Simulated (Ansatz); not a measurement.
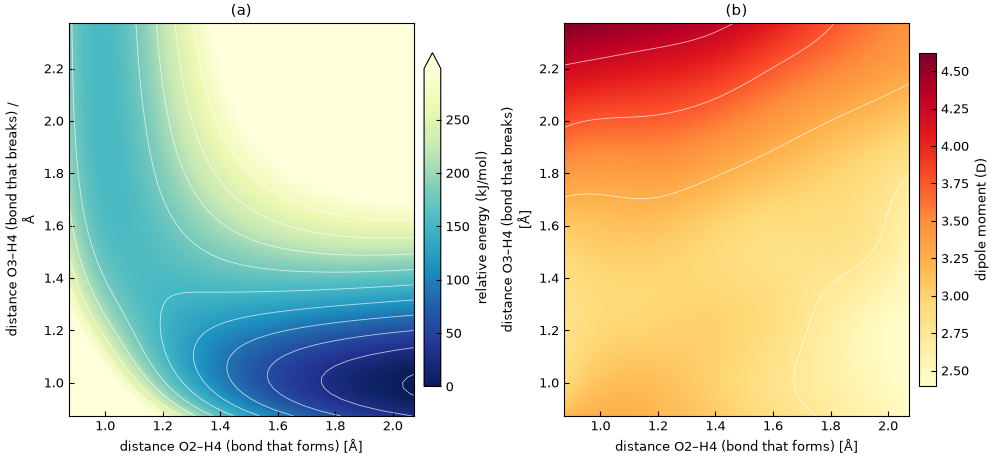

The reacting system ClGaH2O2 (fragments ClGaH₂O₂ where the first distance is long, ClGaO + H₂O where the second is long). 
- The first coordinate is: distance O2–H4 (bond that forms); the second: distance O3–H4 (bond that breaks).
- Relaxed at each point: all other coordinates.
- The grid has 7 × 7 points.
- Points are written as (first, second).
- Energies are in kJ/mol, from the lowest grid point.
- The reference is spin-restricted, so regions where a bond is pulled apart into radicals lie too high.
- Method: Ansatz 0.2.0, RKS r2SCAN-D4/def2-SVP.

Panel (a) is the energy and panel (b) the computed dipole moment on the same grid.

In the figure: a smooth colour map with a few white contour lines, one colour for all values above the top of the scale. Between grid points the surface is interpolated.

How does the dipole moment vary over the map, and what is it at the lowest grid point?

Leaving out the highest fifth of the energies, it runs from 2.40 D at (2.073 Å, 1.033 Å) to 4.62 D at (0.873 Å, 2.373 Å). At the lowest grid point, (2.073 Å, 1.033 Å), it is 2.40 D. That point lies on the edge of the scan.
